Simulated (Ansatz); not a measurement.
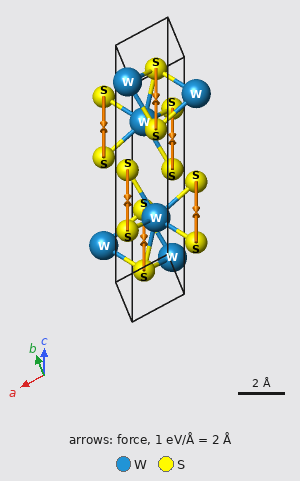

Starting geometry of solid WS2 (a generated structure, set up in P6_3/mmc) with the computed forces as orange arrows. A ball-and-stick model of the cell of the calculation, seen from a free direction.

The calculation used DFT, PBE, plane-wave PAW, default files, scalar-relativistic in Ansatz 0.2.0. Settings: plane-wave cutoff 420 eV; k-point mesh 16 × 16 × 4; occupations fermi dirac; smearing width 0.02 eV; collinear spin; atoms relaxed in a fixed cell; force threshold 0.02 eV/Å; at most 60 steps.

Question: What follows when this structure is relaxed?

Answer: It isn't relaxed: the largest force vector, on S atoms, is 0.85 eV/Å. The atoms end up moving mostly along the starting forces (cosine between the two patterns 1.00). After 2 accepted moves (3 points after the start) the energy has fallen by 76.6 meV per cell of the calculation. Largest force component: 0.85 eV/Å at the start, 0.012 eV/Å at the end. 1 step only repeated the SCF at the same geometry. The largest moves, 0.045 Å, are those of S atoms. W stays in place. The lattice vectors keep their values. Some distances before and after: S–W 2.440 → 2.410 Å. The space group stays P6_3/mmc (No. 194). The program noted that the starting moments weren't kept.
